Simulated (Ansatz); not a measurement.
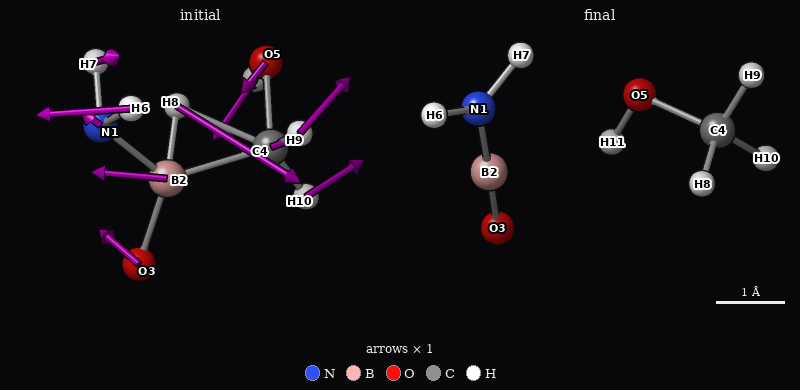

The structure of CH6BNO2 before (left) and after (right) a relaxation, at one scale. The purple arrows give the displacements, at their true length.

The picture is a ball-and-stick view, seen at a tilt.

The run prepares an end point of a later path (hydrogen shift) calculation, from a guessed geometry.

Level of theory: UKS B3LYP-D4/def2-SVP in Ansatz 0.2.0.

Input file:
```yaml
crystal:
  periodic: [false, false, false]
  atoms:
    - { symbol: "N", position_ang: [-1.2983, -0.1522, 1.1427] }
    - { symbol: B, position_ang: [0.0815, -0.2275, 0.6266] }
    - { symbol: O, position_ang: [0.9762, -1.1459, 1.2681] }
    - { symbol: C, position_ang: [0.6618, 0.6803, -0.5983] }
    - { symbol: O, position_ang: [-0.1658, 0.3861, -1.7595] }
    - { symbol: H, position_ang: [-1.5054, 0.9093, 1.3838] }
    - { symbol: H, position_ang: [-1.9516, -0.3247, 0.3323] }
    - { symbol: H, position_ang: [-0.5584, -0.21116, -0.35277] }
    - { symbol: H, position_ang: [0.4639, 1.756, -0.2859] }
    - { symbol: H, position_ang: [1.6717, 0.4868, -0.7588] }
    - { symbol: H, position_ang: [0.1886, -0.443, -2.1111] }
magnetization:
  spin_polarized: true
basis:
  gaussian: { orbitals: def2-SVP }
hamiltonian:
  xc: b3lyp
  dispersion: d4
relax:
  f_tol: 0.02
  max_steps: 50
output:
  orbitals: {}
```

Run as
```bash
ansatz run input.yaml --threads 2 --pin off --max-ram 3072MiB --backend cpu --events-out ev --progress --plain --runs-dir out
```

What changed between the two?

Answer. The relaxation stopped without meeting its thresholds, so the last structure isn't shown to be converged. It used up its limit of 50 steps. The energy falls by 6.362 eV in 46 accepted moves (49 points after the start). Largest force component: 7 eV/Å at the start, 0.13 eV/Å at the end. The line search rejected the trial steps at points 17, 33, 44 of the run. The atom that moves furthest after the best rigid fit is H8 (2.33 Å). By element the largest moves are H 2.33 Å, B 1.18 Å, O 0.97 Å, C 0.75 Å, N 0.42 Å. Some distances before and after: B2–H8 1.170 → 3.212 Å, B2–C4 1.631 → 3.459 Å, C4–H8 1.531 → 1.108 Å, B2–O3 1.434 → 1.219 Å. Bonds break, among them: B2–C4 (1.63 → 3.46 Å), B2–H8 (1.17 → 3.21 Å). Bond angles that change, for instance: N1–B2–O3 117.4° → 179.2°, B2–N1–H6 107.4° → 123.6°, H6–N1–H7 102.0° → 116.6°.
